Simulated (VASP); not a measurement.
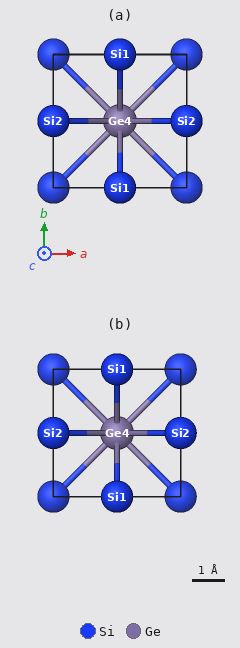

The structure of a crystal of Si3Ge (a generated structure, set up in Pm-3m) before (top) and after (bottom) a relaxation, at one scale.

Style: ball-and-stick. Shown: the cell of the calculation, along the c axis.

The run lets cell and atoms move.

Computed with Kohn-Sham DFT of a periodic cell, PBE, VASP PAW PBE potentials, recommended in VASP.

Input
```
SYSTEM = Si3Ge
PREC = Normal
ENCUT = 520
EDIFF = 1E-4
ISMEAR = 0
SIGMA = 0.15
LREAL = .FALSE.
LASPH = .TRUE.
NELM = 60
ALGO = Fast
ISIF = 3
LWAVE = .FALSE.
LCHARG = .FALSE.
GGA = PE
IBRION = 2
NSW = 24
EDIFFG = -0.08
```

Launched with:
```bash
cat potpaw_PBE.64/Si/POTCAR potpaw_PBE.64/Ge_d/POTCAR > POTCAR
mpirun -np 1 vasp_std > vasp.out
```

What changed between the two?

Answer. The atoms keep their places relative to the cell (all moves are under 0.005 Å). The drawn cell changes as follows: a = b = c 4.200 → 4.014 Å (−4.4 %); the volume changes by −12.7 %. Among the contacts that change: Ge–Si 2.970 → 2.838 Å. The space group stays Pm-3m (No. 221). After 1 geometry step the energy has fallen by 67.1 meV per atom. All forces vanish by symmetry, so only the cell relaxes. Pressure: −7.95 GPa at the start and −0.26 GPa at the end. The volume changes by over a tenth within one run on a fixed set of plane waves, so the end point should be relaxed again from the new cell.
